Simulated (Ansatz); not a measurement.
## Hypothetical R3m AlZnInO4: pressure series

Take AlZnInO4 (space group R3m, No. 160; a hypothetical phase, not in the database extracts checked) as the base.

```yaml
crystal:
  lattice:
    - [1.62814, 0.94001, 8.53887]
    - [-1.62814, 0.94001, 8.53887]
    - [0.00000, -1.88002, 8.53887]
  atoms:
    - { symbol: In, position: [0.99572, 0.99572, 0.99572] }
    - { symbol: Al, position: [0.21280, 0.21280, 0.21280] }
    - { symbol: Zn, position: [0.78163, 0.78163, 0.78163] }
    - { symbol: O, position: [0.13915, 0.13915, 0.13915] }
    - { symbol: O, position: [0.87949, 0.87949, 0.87949] }
    - { symbol: O, position: [0.28617, 0.28617, 0.28617] }
    - { symbol: O, position: [0.70504, 0.70504, 0.70504] }
```

Cell and atoms are relaxed at each pressure.

Calculations: Ansatz (an electronic-structure program) PBEsol, spin-orbit coupling left out.

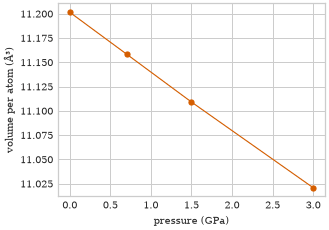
*Volume per atom against pressure*

```tsv
pressure (GPa)	volume per atom
0.7	11.16 Å³
1.5	11.11 Å³
3	11.02 Å³
```

Load acts through the strain it causes; cell and atoms are relaxed under it. No phonon test of stability was made.
